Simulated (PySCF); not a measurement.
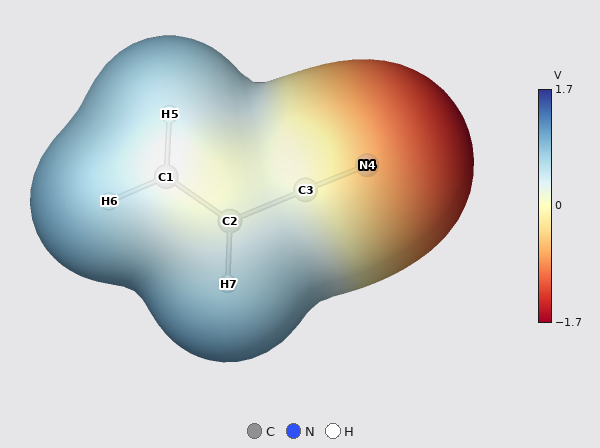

*C$_{3}$H$_{3}$N, SMILES `C=CC#N`. Electrostatic potential on the surface of electron density 0.001 a.u.*

Computed with PySCF, BLYP/def2-SVP, geometry: GFN2-xTB. No frequency check shows the geometry to be a minimum.

Input script:

```python
import numpy as np
from pyscf import gto, scf, dft
from pyscf.scf import atom_ks, atom_hf
from scipy.linalg import block_diag

def solve(mol, dm0=None, hcore=None):
    mf = (dft.UKS if mol.spin else dft.RKS)(mol, xc='blyp')
    mf.grids.level = 3
    mf = mf.density_fit(auxbasis='def2-universal-jkfit')
    mf.conv_tol, mf.max_cycle = 1e-8, 80
    if hcore is not None:
        mf.get_hcore = lambda *args: hcore
    mf.kernel(dm0)
    if not mf.converged:
        mf = mf.newton().run(mf.mo_coeff, mf.mo_occ, max_cycle=30)
    assert mf.converged, 'SCF not converged'
    return mf

mol = gto.M(atom='''
C      1.58654    -0.35619     0.00000
C      0.57704     0.50649     0.00000
C     -0.77267     0.09480     0.00000
N     -1.87230    -0.22913     0.00000
H      1.41936    -1.42087     0.00000
H      2.61078    -0.02401     0.00000
H      0.73055     1.57825     0.00000
''', basis='def2-svp', charge=0, spin=0, verbose=4)
mf = solve(mol)
mf.analyze()
# spherically averaged free atoms, for the promolecule
atm = atom_ks.get_atm_nrks(mol, xc='blyp')
pro = block_diag(*[(atm[a[0]][2] * atm[a[0]][3]) @ atm[a[0]][2].T for a in mol._atom])
np.savez('result.npz', e=mf.e_tot, c=mf.mo_coeff, occ=mf.mo_occ, eps=mf.mo_energy, pro=pro, dip=mf.dip_moment(verbose=0), s2=mf.spin_square()[0])
```

Launched as:

```sh
OMP_NUM_THREADS=1 python input.py
```

The run took 8.6 s on 1 thread of Intel(R) Xeon(R) Platinum 8259CL CPU @ 2.50GHz (Skylake/Cascade Lake) (shared host), peak memory 0.31 GiB.

Partitions, critical points and surface values were worked out afterwards from this run's density.

### Where are the extremes of the potential on the surface?

Highest: 1.06 V, 1.3 Å from H7. Further maxima include 0.87 V, 1.4 Å from H5. Lowest: −1.63 V, 1.8 Å from N4. Further minima include 0.09 V, off the C1–C2 bond (2.1 Å from its atoms), and at like points elsewhere. The surface is sampled at points, so like sites can differ by a few per cent and only the strongest of them is named.

### What volume does the surface enclose, and what is the dipole moment?

About 79 Å³; the dipole moment is 3.6 D.
